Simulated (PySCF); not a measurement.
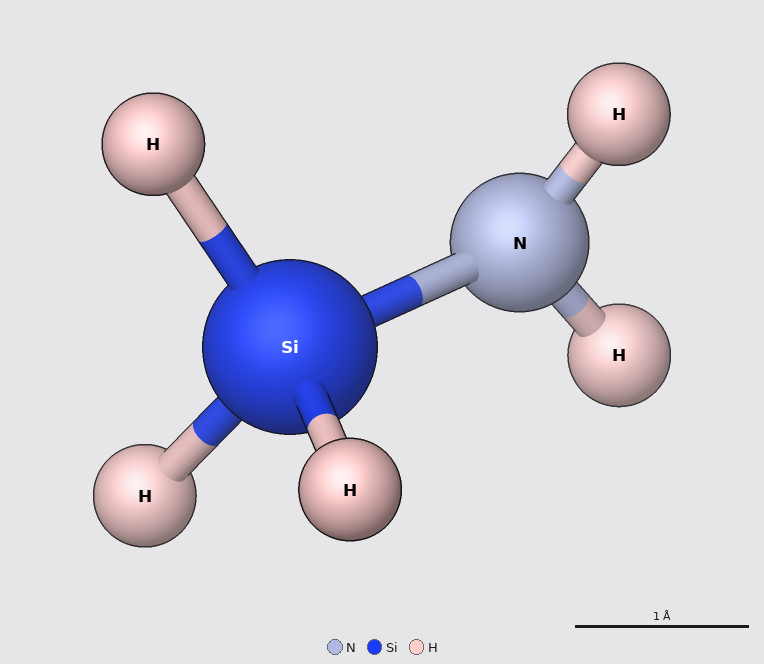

The picture shows a molecular structure as a ball-and-stick model.

The computed structure is the end point of a PBE0-D3(BJ)/def2-SVP optimisation. No frequency run is at hand to confirm it as a minimum.

Question: Count the atoms of each element.

Answer: H₅NSi, 7 atoms: 5 hydrogen, 1 nitrogen and 1 silicon.

Question: Name functional groups in it.

Answer: Among them: Si–H bond, Si–N bond.

Question: Describe its rings.

Answer: It has no ring.

Question: Give a SMILES string for it.

Answer: N[SiH3]

Question: How many bonds of each kind are drawn?

Answer: 3 Si–H, 2 N–H, 1 N–Si.

More results for the same structure follow; atom numbers are the same in all pictures, views and colours differ.

## Charges

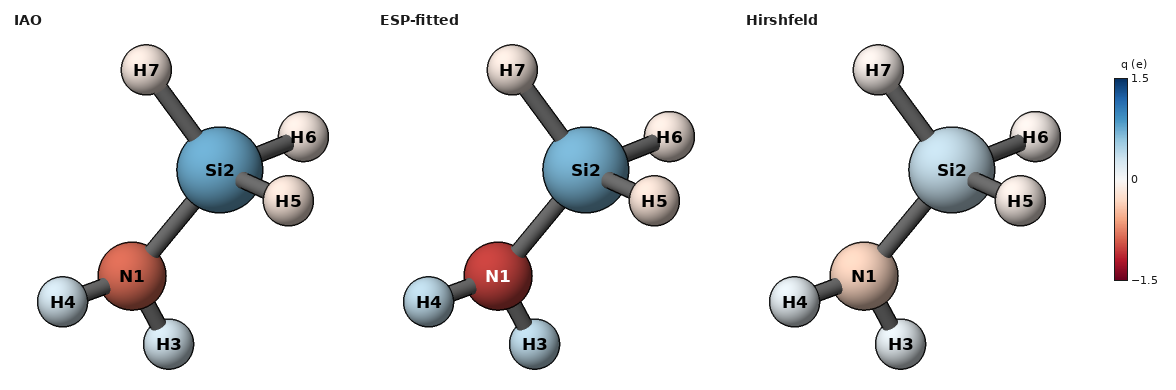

Atomic charges of one calculation by 3 schemes, on one colour scale. No frequency run is at hand to confirm it as a minimum. Level of theory: PBE0/pcSseg-1 (PySCF 2.14.0).

Question: Which scheme gives the most polar picture (largest mean size of the charges)?

Answer: The ESP-fitted charges are the largest in size here, and the Hirshfeld charges the smallest.

Question: On which atom do the schemes disagree most?

Answer: On N1 (from −1.01 to −0.32 e).

List the charges (e), one line for each set of equivalent atoms. Atoms whose distances differ by more than 0.02 Å in this geometry are listed apart.

```json
{"atom": "N1", "IAO": "−0.83", "ESP-fitted": "−1.01", "Hirshfeld": "−0.32"}
{"atom": "Si2", "IAO": "0.73", "ESP-fitted": "0.68", "Hirshfeld": "0.34"}
{"atom": "H3", "IAO": "0.26", "ESP-fitted": "0.38", "Hirshfeld": "0.12"}
{"atom": "H4", "IAO": "0.26", "ESP-fitted": "0.39", "Hirshfeld": "0.12"}
{"atom": "H5", "IAO": "−0.17", "ESP-fitted": "−0.18", "Hirshfeld": "−0.10"}
{"atom": "H6", "IAO": "−0.13", "ESP-fitted": "−0.13", "Hirshfeld": "−0.08"}
{"atom": "H7", "IAO": "−0.13", "ESP-fitted": "−0.13", "Hirshfeld": "−0.08"}
```

## Core levels

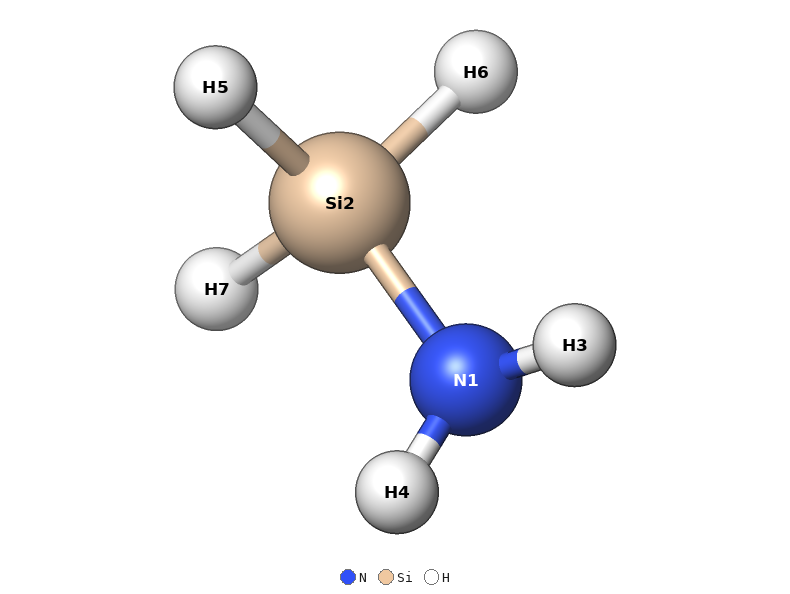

No frequency run is at hand to confirm it as a minimum. Properties computed with delta-SCF UKS SCAN, pcX-2 on the ionised atom, pcseg-1 elsewhere, spin-free X2C (PySCF 2.14.0).

Give the core-electron binding energies (to vacuum; p and d levels without spin–orbit splitting) of N1 1s, Si2 1s, Si2 2p.

```json
{"atom": "N1", "level": "1s", "binding energy (eV)": "404.9"}
{"atom": "Si2", "level": "1s", "binding energy (eV)": "1846.9"}
{"atom": "Si2", "level": "2p", "binding energy (eV)": "107.3"}
```

## Dipole moment

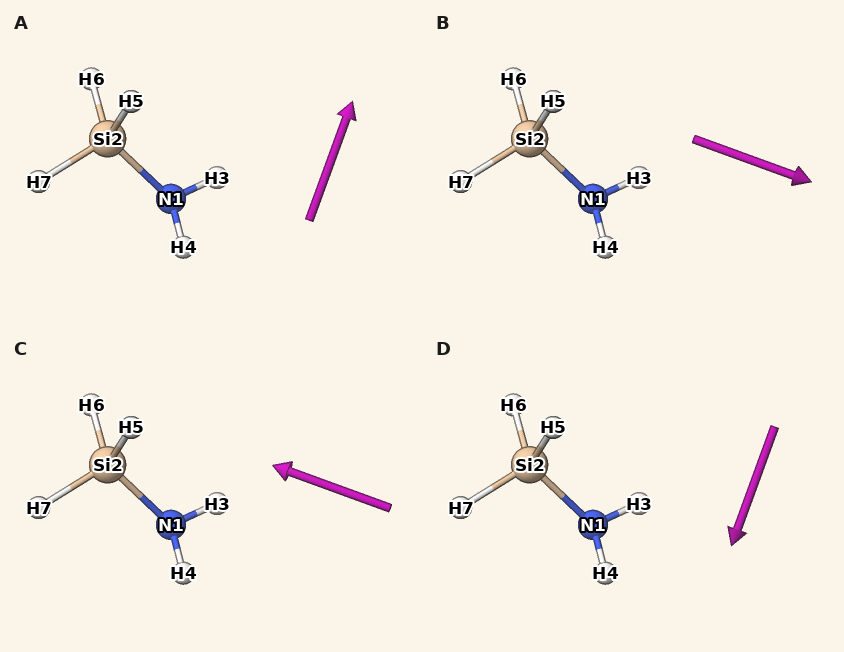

The same molecule four times, each with an arrow. No frequency run is at hand to confirm it as a minimum. Properties computed with CAM-B3LYP/def2-SVPD, gas phase (PySCF 2.14.0).

Question: Which arrow points along the dipole moment, from the negative to the positive end?

Answer: B. The dipole moment is 1.28 D; it points from the side of H6, H7 to the side of H3, H4 (the outermost atoms at the two ends).
